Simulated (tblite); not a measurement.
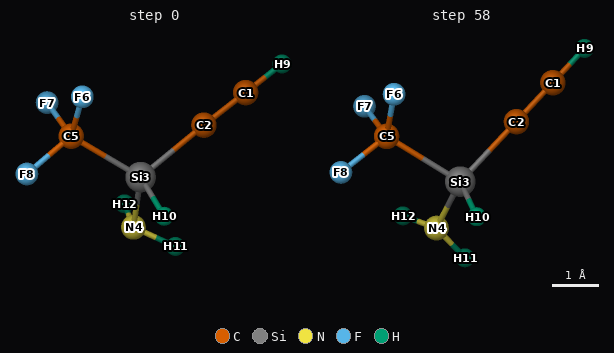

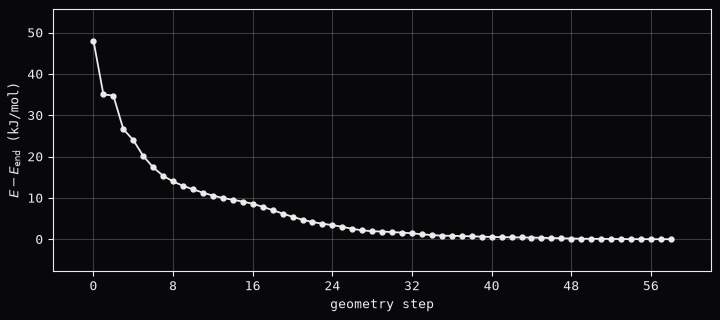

First and last geometry of a relaxation of C3H4F3NSi, with the history of the run. Style: ball-and-stick. Shown at a tilt.

Theory: GFN2-xTB geometry optimisation, gas phase (tblite). 

Read the history and describe the run.

It converged. The energy falls by 48.1 kJ/mol in 58 geometry steps. The largest move after the best rigid fit is that of H12, 0.73 Å. By element the largest moves are H 0.73 Å, F 0.32 Å, Si 0.30 Å, C 0.29 Å, N 0.10 Å. Near-neighbour distances that change, for instance: Si3–C5 1.852 → 1.946 Å, Si3–H10 1.487 → 1.457 Å, C2–Si3 1.880 → 1.851 Å, N4–H11 1.028 → 1.006 Å. Bond angles that change, for instance: N4–Si3–C5 117.0° → 101.7°, C2–Si3–N4 104.1° → 118.7°, Si3–N4–H11 107.3° → 121.2°. Cost: 0.56 s on 1 thread of Arm Neoverse N1 (shared host).
